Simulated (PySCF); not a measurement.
C5H10N2Si (SMILES Cc1cnn([SiH3])c1C)

```xyz
18

C    -2.5594   -0.0045    0.4296
C    -1.1679    0.4806    0.2075
C    -0.7227    1.8183    0.1654
N     0.5684    1.8872   -0.0502
N     1.0075    0.6161   -0.1549
Si    2.7134    0.3493   -0.4497
C    -0.0246   -0.2591   -0.0025
C     0.1809   -1.7278   -0.0721
H    -2.9051   -0.5899   -0.4228
H    -3.2301    0.8406    0.5639
H    -2.6121   -0.6337    1.3184
H    -1.3038    2.7126    0.2843
H     3.2783    1.6847   -0.5082
H     3.2306   -0.4631    0.6559
H     2.8327   -0.3982   -1.7053
H     0.5899   -2.0119   -1.0414
H     0.8812   -2.0539    0.6966
H    -0.7659   -2.2409    0.0737
```

Geometry: GFN2-xTB.

These are results of PySCF 2.14.0, PBE0/pcSseg-1, SCF density, gas phase, non-relativistic, not measurements.

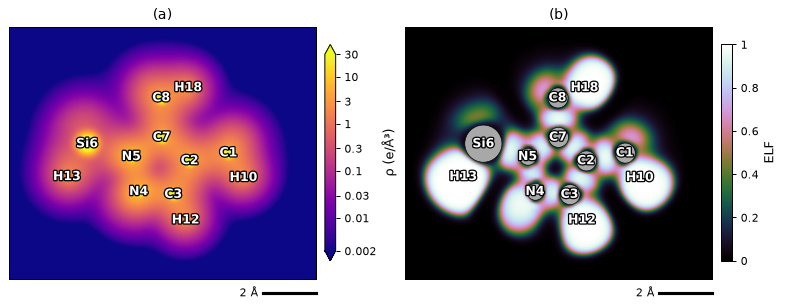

Figure 1. (a) electron density; (b) electron localisation function on the plane of atoms C2, C3 and N4. Grey discs cover the atomic cores in the ELF map.

Question: What does the map show?

Answer: Atoms in the plane: C, N, Si and H. C–N (1.31 Å): ρ is about 2.6 e/Å³ halfway; the ELF peaks at about 0.90 between the atoms; localised, covalent bonding. N–N (1.35 Å): the density is about 2.5 e/Å³ at the midpoint; the ELF peaks at about 0.90 between the atoms: localised, covalent bonding. C–C (1.38 Å): ρ is about 2.1 e/Å³ halfway; the ELF peaks at about 0.95 between the atoms: a covalent bond. Si–N (1.75 Å): ρ is about 1 e/Å³ halfway; the ELF peaks at about 0.95 between the atoms: a polar covalent bond. C–H (1.07 Å): the density is about 2.1 e/Å³ at the midpoint; the ELF climbs to about 1 towards the hydrogen, as it does in any bond to H (a covalent bond by its length). The ELF also peaks beside N4, away from the bonds: lone-pair regions.

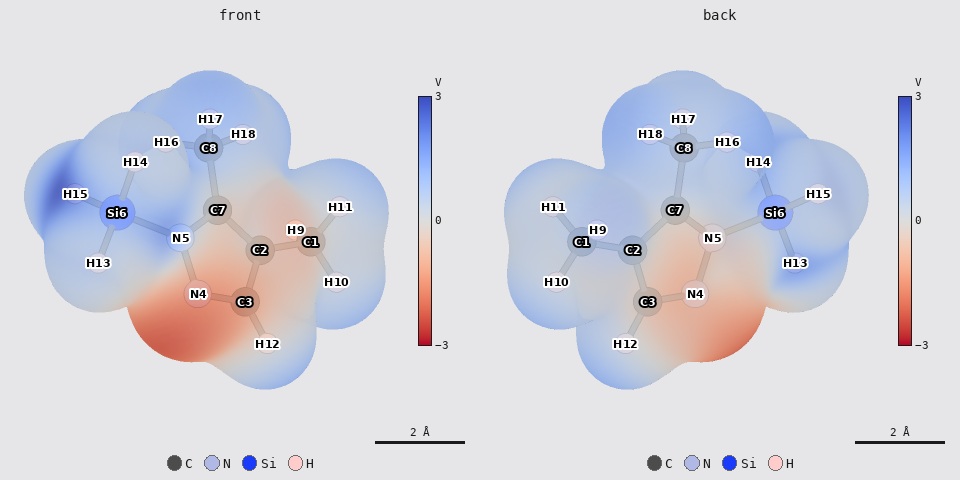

Figure 2. The electrostatic potential painted on the density surface at 0.004 e/bohr³, seen from the front and from behind; the colour scale runs from red (negative) to blue (positive).

Question: Which sites attract a positive test charge, and which a negative one?

Answer: A positive charge is drawn to the negative regions and a negative charge to the positive ones. The most negative region (about −2.3 V, or −53 kcal/mol for a unit charge) lies over N4, the most positive (about +2.5 V, or +58 kcal/mol for a unit charge) over Si6. N4 is the likeliest acceptor of a hydrogen bond.
